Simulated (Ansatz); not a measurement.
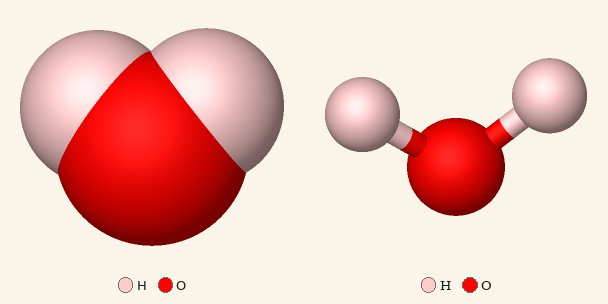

The same structure drawn twice, from different directions.

The geometry was computed by an optimisation with PBE0-D4/def2-TZVP.

Which formula does it have?

H₂O, 3 atoms: 2 hydrogen and 1 oxygen.

Give the symmetry (Schoenflies symbol).

C2v.

How many bonds of each kind are drawn?

2 O–H. Sticks follow a distance rule.

The parts below concern this one geometry. Atoms keep their numbers from picture to picture.

## Shape

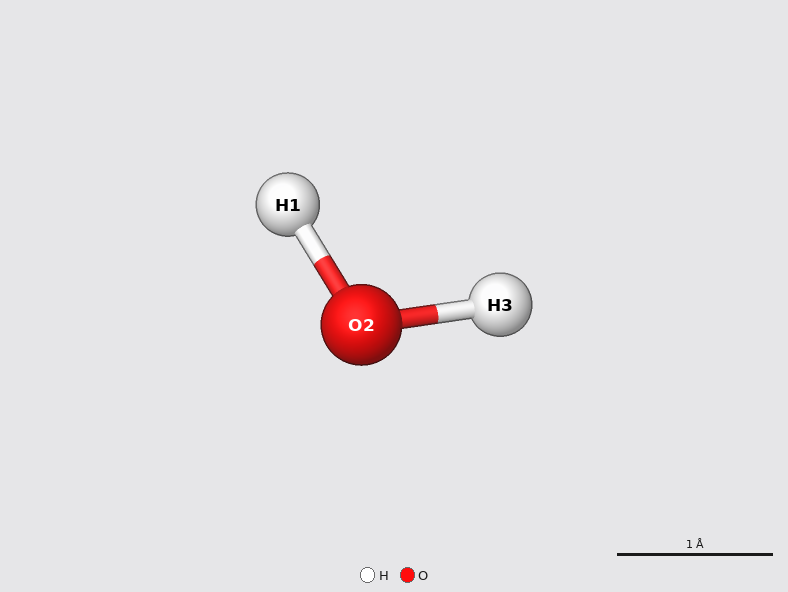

The atoms are numbered.

List the bonds and their lengths.

```tsv
bond	length (Å)
H1–O2	0.960
O2–H3	0.960
```

## Electronic properties

Level of theory: RKS PBE0-D4/def2-TZVP (Ansatz 0.2.0).

What does the calculation give?

- dipole moment: 2.07 D
- harmonic zero-point energy: 56.4 kJ/mol

## Charges

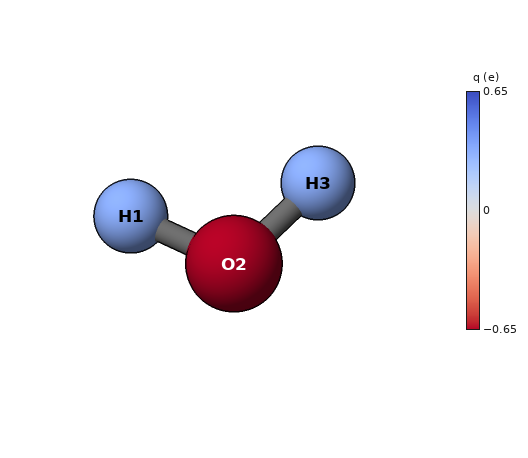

Atoms are coloured by their Mulliken charges. Method: RKS PBE0-D4/def2-TZVP (Ansatz 0.2.0).

List the Mulliken charges.

```tsv
atom	value (e)
H1	0.32
O2	−0.65
H3	0.32
```

## Vibrations

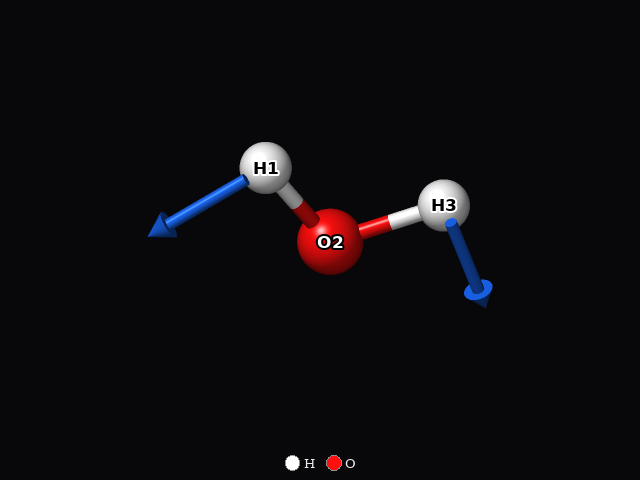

The arrows show one normal mode. Harmonic vibrations computed with RKS PBE0-D4/def2-TZVP (Ansatz 0.2.0) at a stationary point of the same level.

What kind of motion is it?

Mostly H–O–H bending.

Estimate its harmonic wavenumber.

1622 cm⁻¹; it is mode 1 of 3 counted from the lowest.

Mulliken values depend strongly on the basis set and can even reverse the polarity of a bond.
